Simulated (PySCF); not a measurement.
```yaml
atoms:
  - { symbol: F, position_ang: [-2.0342, 0.2217, 1.2653] }
  - { symbol: C, position_ang: [-1.1217, 0.3592, 0.2549] }
  - { symbol: C, position_ang: [-0.7530, -0.9971, -0.3529] }
  - { symbol: O, position_ang: [0.2358, -0.7875, -1.3401] }
  - { symbol: C, position_ang: [1.3750, -0.1998, -0.8026] }
  - { symbol: O, position_ang: [1.1174, 1.0684, -0.2257] }
  - { symbol: C, position_ang: [0.1713, 1.0118, 0.7740] }
  - { symbol: F, position_ang: [0.6533, 0.2728, 1.8345] }
  - { symbol: H, position_ang: [-1.5628, 1.0167, -0.5042] }
  - { symbol: H, position_ang: [-1.6092, -1.4551, -0.8489] }
  - { symbol: H, position_ang: [-0.3831, -1.6621, 0.4408] }
  - { symbol: H, position_ang: [1.8324, -0.8581, -0.0427] }
  - { symbol: H, position_ang: [2.0691, -0.0202, -1.6244] }
  - { symbol: H, position_ang: [0.0088, 2.0290, 1.1499] }
```

Geometry: GFN2-xTB.

The calculation used PySCF, PBE0/pcSseg-1, SCF density, gas phase, non-relativistic.

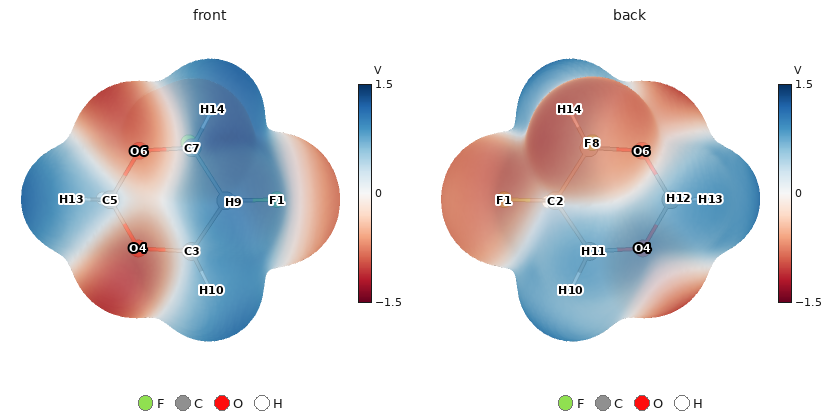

C₄H₆F₂O₂. The molecular electrostatic potential painted on the density surface at 0.002 e/bohr³, seen from the front and from behind; red is negative and blue positive.

Q: Describe the electrostatic potential map.

A: The most negative region (about −1.1 V) lies over O4, the most positive (about +1.2 V) over C2, C7 and H14. O4 is the likeliest acceptor of a hydrogen bond.

Q: How polar is the molecule by this calculation?

A: Its dipole moment is 1.07 D.
